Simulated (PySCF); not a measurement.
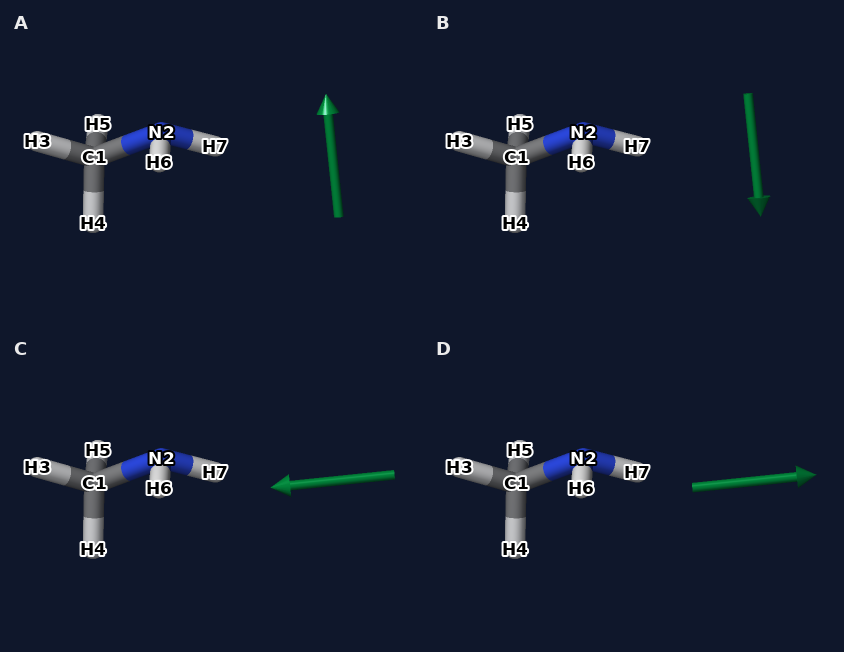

The same molecule four times, each with an arrow. The computed structure is the end point of a GFN2-xTB optimisation. No frequency run is at hand to confirm it as a minimum. Level of theory: PBE0/pcSseg-1, gas phase (PySCF 2.14.0).

> Which arrow points along the dipole moment, from the negative to the positive end?

B. The dipole moment is 1.42 D; it points from the side of N2, H3, H5 to the side of H4 (the outermost atoms at the two ends).
